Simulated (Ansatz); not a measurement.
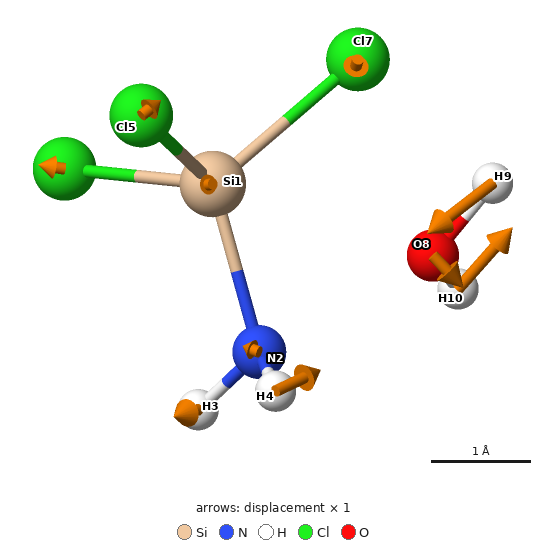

A relaxation of SiNH4OCl3. The starting structure is drawn; orange arrows show the displacements, at their true length. The two geometries are superimposed by the best rigid fit.

Style: ball-and-stick. Shown at a tilt.

The run prepares an end point of a later path (reaction) calculation, from a guessed geometry.

Level of theory: RKS PBE0-D4/6-31G* (Ansatz).

Input file:
```yaml
crystal:
  periodic: [false, false, false]
  atoms:
    - { symbol: Si, position_ang: [-0.138388, 0.190414, 0.114161] }
    - { symbol: "N", position_ang: [-0.139883, 0.090919, 1.882444] }
    - { symbol: H, position_ang: [-0.57865, 0.886515, 2.332675] }
    - { symbol: H, position_ang: [0.768507, -0.107082, 2.288575] }
    - { symbol: Cl, position_ang: [1.683381, 0.516196, -0.752634] }
    - { symbol: Cl, position_ang: [-1.342828, 1.80049, -0.331113] }
    - { symbol: Cl, position_ang: [-1.040917, -1.414533, -0.796289] }
    - { symbol: O, position_ang: [1.268016, -2.043196, 1.268857] }
    - { symbol: H, position_ang: [1.322898, -2.805491, 0.676923] }
    - { symbol: H, position_ang: [0.371365, -2.10353, 1.670102] }
basis:
  gaussian: { orbitals: "6-31G*" }
hamiltonian:
  xc: pbe0
  dispersion: d4
relax:
  f_tol: 0.03
  max_steps: 50
```

Launched with:
```bash
ansatz run input.yaml --threads 4 --pin off --max-ram 5120MiB --backend cpu --events-out ev --progress --plain --runs-dir out
```

### What did the optimiser do to the structure, and how much energy did it gain?

The atom that moves furthest after the best rigid fit is H9 (0.96 Å). Largest moves by element: H 0.96 Å, O 0.46 Å, Cl 0.33 Å, Si 0.21 Å, N 0.21 Å. Near-neighbour distances that change, for instance: Si1–N2 1.771 → 1.683 Å, Si1–Cl5 2.044 → 2.066 Å, Si1–Cl6 2.059 → 2.041 Å, O8–H10 0.984 → 0.967 Å. Among the angles between lasting bonds that change: Si1–N2–H3 113.6° → 121.1°, Cl6–Si1–Cl7 105.0° → 109.7°, Cl5–Si1–Cl7 109.2° → 105.0°. Groups turn about Si1–N2 by about 30°. The energy falls by 0.229 eV in 15 accepted moves (19 points after the start). Largest force component: 1.4 eV/Å at the start, 0.015 eV/Å at the end. The line search rejected the trial steps at points 2, 7, 10, 14 of the run.
